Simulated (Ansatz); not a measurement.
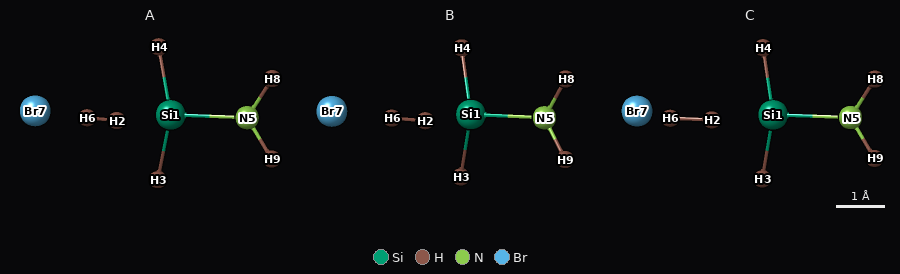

3 geometries from one constrained relaxation of SiNH₆Br, in shuffled order. A ball-and-stick model, seen face on.

The reaction that was planned forms Si1–Br7, H2–H6 and breaks Si1–H2, H6–Br7 (atoms numbered from 1 in input order).

Theory: RKS PBE0-D4/def2-SVP in Ansatz 0.2.0. (held fixed: the distance between atoms 1 (Si) and 7 (Br), the distance between atoms 2 (H) and 6 (H), the distance between atoms 1 (Si) and 2 (H), the distance between atoms 6 (H) and 7 (Br), counting from 1; force threshold 0.04 eV/Å; at most 150 steps)

### Put them in the order of the run, from the start to the converged end.

C, A, B. They are steps 0, 2, 6, at +37.8 kJ/mol, +3.67 kJ/mol relative to the last. Over 6 geometry steps the energy falls by 37.8 kJ/mol. The largest force component goes from 0.83 to 0.014 eV/Å. The atom that moves furthest after the best rigid fit is H6 (0.47 Å). By element the largest moves are H 0.47 Å, Br 0.19 Å, N 0.15 Å, Si 0.10 Å. Some distances before and after: Si1–H6 2.439 → 1.993 Å, Si1–H3 1.442 → 1.471 Å, N5–H8 1.007 → 1.015 Å, Si1–N5 1.709 → 1.703 Å. Bond angles that change, for instance: H3–Si1–H4 144.0° → 133.1°, H3–Si1–N5 103.2° → 106.6°. The run took 25 s on 4 threads of Intel Xeon @ 2.50GHz (shared host).
